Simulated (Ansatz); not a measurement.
C$_{2}$H$_{7}$Al···AsH$_{3}$

Input

```
crystal:
  periodic: [false, false, false]
  atoms:
    - { symbol: Al, position_ang: [-0.0625, 0.1889, 0.1009] }
    - { symbol: H, position_ang: [-1.3586, 0.7362, -1.3254] }
    - { symbol: C, position_ang: [1.1132, 1.7487, 0.3824] }
    - { symbol: C, position_ang: [-1.1076, -0.9852, 1.2978] }
    - { symbol: H, position_ang: [-0.6541, 0.1421, -1.6812] }
    - { symbol: As, position_ang: [0.753, -1.1424, -2.2282] }
    - { symbol: H, position_ang: [1.1063, 2.3706, -0.5219] }
    - { symbol: H, position_ang: [2.1592, 1.4693, 0.5577] }
    - { symbol: H, position_ang: [0.8214, 2.3994, 1.212] }
    - { symbol: H, position_ang: [-1.5583, -0.4645, 2.1491] }
    - { symbol: H, position_ang: [-0.5235, -1.8162, 1.7125] }
    - { symbol: H, position_ang: [-1.9345, -1.4364, 0.7336] }
    - { symbol: H, position_ang: [-0.1552, -2.1939, -1.6124] }
    - { symbol: H, position_ang: [1.4012, -1.0165, -0.7769] }
basis:
  gaussian: { orbitals: def2-SVP }
hamiltonian:
  xc: pbe0
  dispersion: d4
relax:
  f_tol: 0.15
  max_steps: 25
  restrain:
    - { distance: [0, 5], at: 3.7, k: 30.0 }
    - { distance: [4, 1], at: 1.92, k: 30.0 }
    - { distance: [0, 1], at: 1.52, k: 30.0 }
    - { distance: [4, 5], at: 1.5, k: 30.0 }
output:
  orbitals: {}
```

Run with:

```sh
ansatz run input.yaml --threads 4 --pin off --max-ram 5120MiB --backend cpu --events-out ev --progress --plain --runs-dir out
```

The fields are those of the run's last geometry, not of the input's.

Not at a stationary point (largest force 0.8 eV/Å).

Computed with Ansatz 0.2.0, RKS PBE0-D4/def2-SVP.

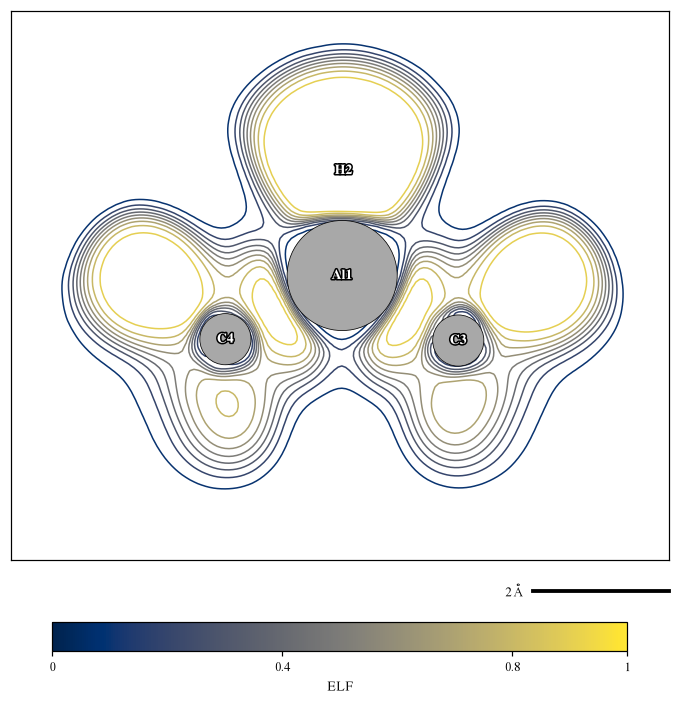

Figure 1. Electron localisation function on the plane of atoms H2, Al1 and C4. Grey discs cover the atomic cores.

Q: What do the fields say about this system?

A: The plane passes through Al, H and C nuclei. C–Al (1.96 Å): the ELF peaks at about 0.95 between the atoms; a polar covalent bond. Al–H (1.55 Å): the ELF climbs to about 1 towards the hydrogen.

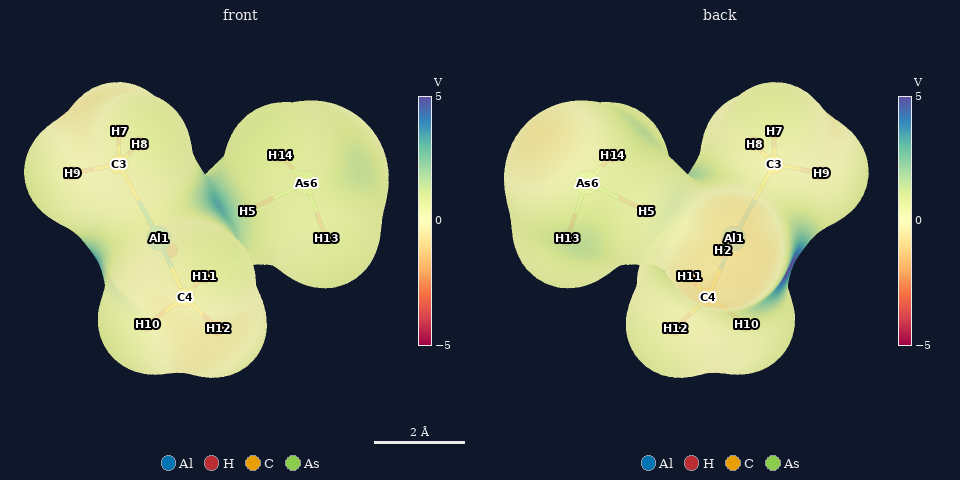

Figure 2. The electrostatic potential painted on the density surface at 0.004 e/bohr³, seen from the front and from behind; red is negative and blue positive.

Q: Describe the electrostatic potential map.

A: The most negative region (about −0.7 V, or −16 kcal/mol for a unit charge) lies over H2, the most positive (about +4.4 V, or +101 kcal/mol for a unit charge) over Al1.

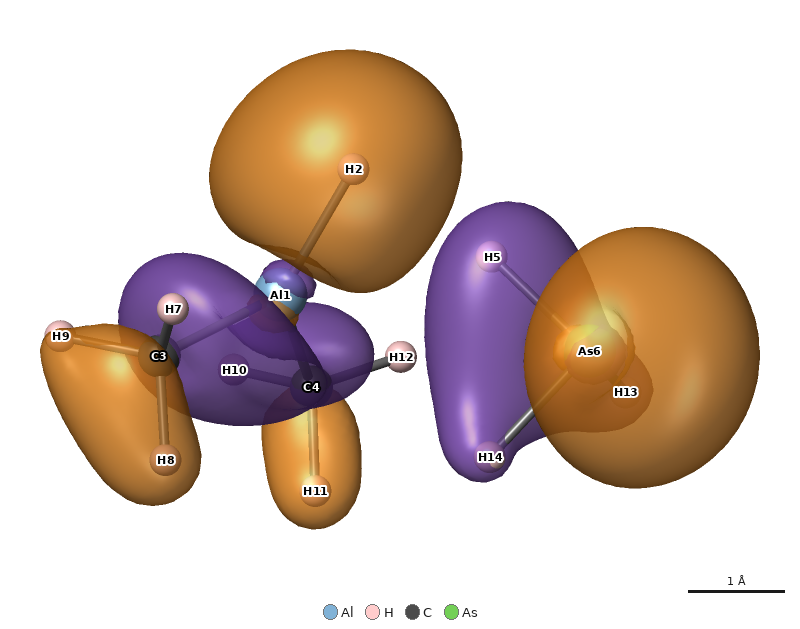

Figure 3. The HOMO at ±0.08 Å⁻³ᐟ² (orange and purple are the two phases), seen from one side.

Q: Where does this orbital lie, and at what energy?

A: Its weight (Hirshfeld) is mainly on As6 (about 30 %), H2 (about 25 %), Al1 (about 20 %) and C3 (about 10 %). Its energy is −7.59 eV.
